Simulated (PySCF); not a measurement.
# NMR shielding calculation, with input and output: C$_{2}$H$_{10}$BNOSi

System: C$_{2}$H$_{10}$BNOSi.
Method: GIAO PBE0/pcSseg-1 NMR shielding, non-relativistic, gas phase (PySCF 2.14.0).

The geometry comes from this level: GFN2-xTB, NEB image 0 of 0 to 8. It belongs to a series of runs on one base structure; here: NEB image 0 of 0 to 8. Figures and captions count atoms from 1; the log counts them from 0 in places.

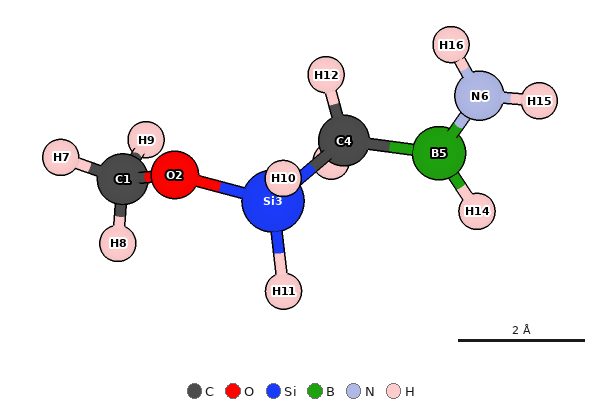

The input geometry (ball-and-stick view, seen at a tilt; atoms are numbered from 1 in the order of the input).

**Results in brief**

| quantity | value |
| --- | --- |
| outcome | converged |
| total energy | −526.184830 hartree |
| HOMO | −7.58 eV |
| LUMO | 0.34 eV |
| dipole moment | 1.63 D |
| isotropic shielding, C | 133.9 to 172.9 ppm |
| isotropic shielding, O | 329.3 ppm |
| isotropic shielding, Si | 363.9 ppm |
| isotropic shielding, B | 61.0 ppm |
| isotropic shielding, N | 151.9 ppm |
| hardware | 1 CPU thread, shared host |
| wall time | 36 s |
| peak memory | 0.74 GiB |

**Input file**
```
{"job": {"kind": "nmr", "xc": "PBE0", "basis": "pcSseg-1", "pop": false}, "charge": 0, "multiplicity": 1}
C      2.931400    -0.276700     0.299100
O      2.023300     0.627500    -0.249400
Si     0.531600     0.356600    -0.851100
C     -0.657800    -0.399500     0.428000
B     -2.148400    -0.372400    -0.080800
N     -2.983300     0.669000     0.282200
H      3.833100     0.273400     0.573400
H      3.194100    -1.053200    -0.424300
H      2.520100    -0.755900     1.191600
H      0.219400     1.737200    -1.205000
H      0.607400    -0.525200    -2.025400
H     -0.543900     0.159100     1.360000
H     -0.334900    -1.421900     0.634400
H     -2.576100    -1.206000    -0.787500
H     -3.933800     0.768800    -0.030900
H     -2.689800     1.428200     0.874400
```

The first line tells a small driver script what to run in PySCF; the rest is the geometry in Å.

Command:
```bash
OMP_NUM_THREADS=1 python <driver script> task.json out
```

**Log**
```
coarse grid: 13232 points
cycle   1  E = -526.0281063604  dE =  4.989e-01  |g| = 7.601e-01  |ddm| = 3.365e+00
cycle   2  E = -525.9121903040  dE =  1.159e-01  |g| = 1.099e+00  |ddm| = 1.522e+00
cycle   3  E = -526.1415014398  dE = -2.293e-01  |g| = 1.238e-01  |ddm| = 1.022e+00
cycle   4  E = -526.1443576407  dE = -2.856e-03  |g| = 4.000e-02  |ddm| = 1.224e-01
cycle   5  E = -526.1447377149  dE = -3.801e-04  |g| = 7.815e-03  |ddm| = 3.933e-02
cycle   6  E = -526.1447517849  dE = -1.407e-05  |g| = 2.132e-03  |ddm| = 8.099e-03
cycle   7  E = -526.1447528922  dE = -1.107e-06  |g| = 4.890e-04  |ddm| = 1.874e-03
final grid: 121472 points
cycle   8  E = -526.1848068488  dE = -2.587e-05  |g| = 1.058e-02  |ddm| = 2.128e-02
cycle   9  E = -526.1847866191  dE =  2.023e-05  |g| = 1.489e-02  |ddm| = 1.605e-02
cycle  10  E = -526.1848291512  dE = -4.253e-05  |g| = 1.347e-03  |ddm| = 9.938e-03
cycle  11  E = -526.1848295284  dE = -3.772e-07  |g| = 1.670e-04  |ddm| = 1.203e-03
cycle  12  E = -526.1848295335  dE = -5.119e-09  |g| = 6.750e-05  |ddm| = 1.670e-04
cycle  13  E = -526.1848295344  dE = -9.018e-10  |g| = 2.121e-05  |ddm| = 5.596e-05
```

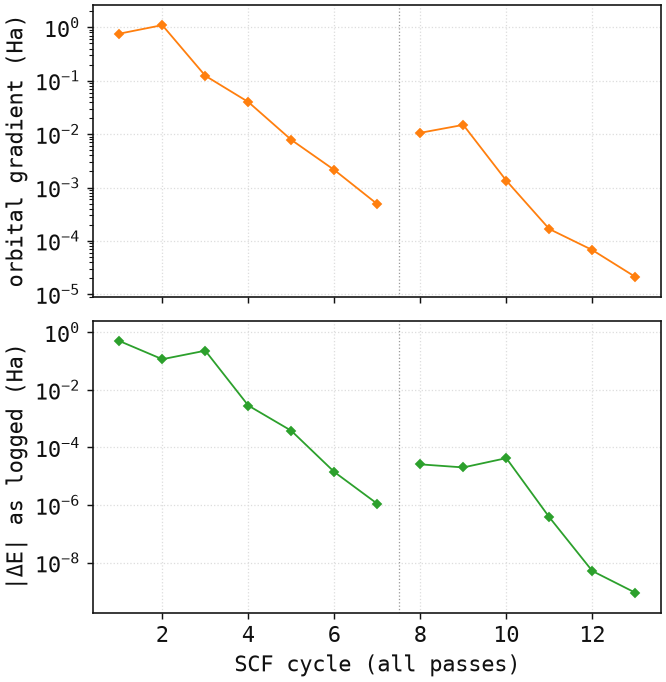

Convergence of the self-consistent field: orbital gradient and size of the energy change against the SCF cycle. The dotted line marks the change from a coarse to the final integration grid. The first 7 cycles use a coarse grid, the final grid takes over at cycle 8, and the field converges after 13 cycles in all.

```
converged SCF energy = -526.1848295344

GIAO shielding tensors (ppm)
atom      isotropic    diamagn.    paramagn.     s11        s22        s33       span
  0 C      133.864     243.219    -109.354    106.863    110.472    184.257     77.394
  1 O      329.337     397.259     -67.921    258.146    351.764    378.101    119.955
  2 Si     363.861     881.200    -517.339    305.798    361.189    424.596    118.799
  3 C      172.920     260.484     -87.564    145.882    178.882    193.997     48.116
  4 B       61.007     194.741    -133.734     16.214     45.274    121.532    105.318
  5 N      151.931     316.038    -164.107     54.494    194.675    206.625    152.131
  6 H       27.766      27.355       0.411     23.482     25.595     34.222     10.739
  7 H       28.152      28.569      -0.417     24.415     25.670     34.371      9.957
  8 H       28.027      30.389      -2.362     23.636     26.756     33.688     10.052
  9 H       26.949      31.307      -4.359     22.731     26.580     31.535      8.804
 10 H       26.578      30.737      -4.159     22.762     25.725     31.248      8.486
 11 H       31.341      35.478      -4.137     27.440     30.550     36.034      8.594
 12 H       30.588      33.971      -3.384     27.196     29.088     35.479      8.283
 13 H       26.817      30.239      -3.423     25.596     26.176     28.679      3.083
 14 H       27.504      28.006      -0.502     22.945     23.898     35.668     12.723
 15 H       27.718      32.217      -4.499     23.238     26.440     33.476     10.239
```

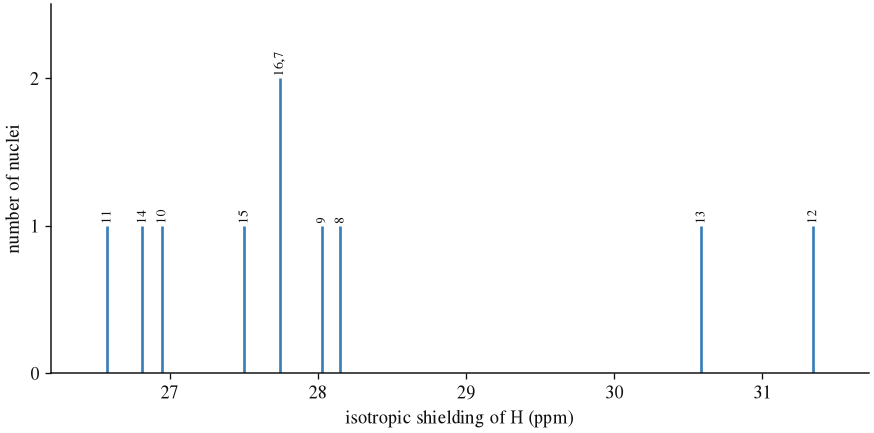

Isotropic shieldings of the hydrogen nuclei in this fixed geometry, labelled by atom number; shielding grows to the right, so chemical shift grows to the left. The least shielded is H11 (26.6 ppm), the most shielded H12 (31.3 ppm).

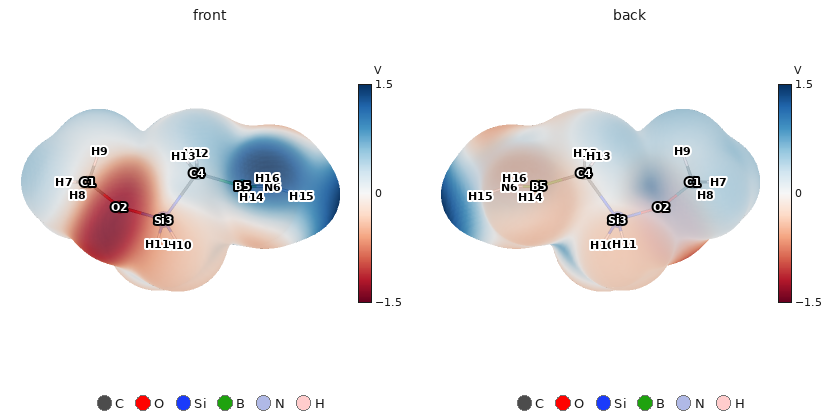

The molecular electrostatic potential painted on the density surface at 0.001 e/bohr³, seen face on and from behind; red is negative and blue positive. Its dipole moment is 1.63 D.

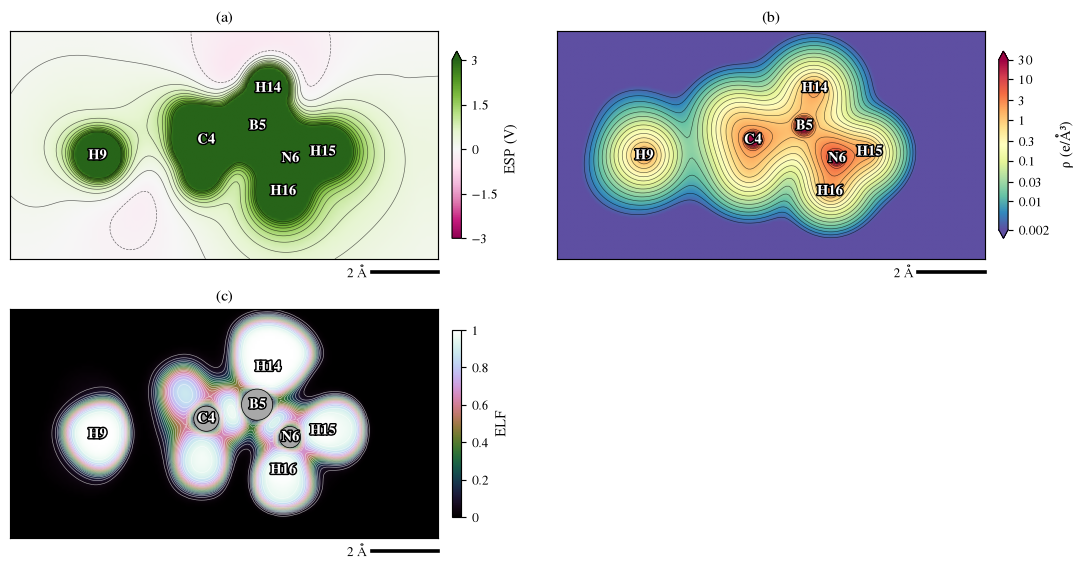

(a) molecular electrostatic potential; (b) total electron density; (c) electron localisation function on the plane of atoms C4, B5 and N6. Grey discs, where drawn, cover atomic cores. Atoms in the plane: C, B, N and H. B–N (1.38 Å): ρ is about 2 e/Å³ halfway; the ELF peaks at about 0.90 between the atoms, which marks a shared but strongly polarised pair. C–B (1.58 Å): ρ is about 1.4 e/Å³ halfway; the ELF peaks at about 0.95 between the atoms, which marks a covalent bond.
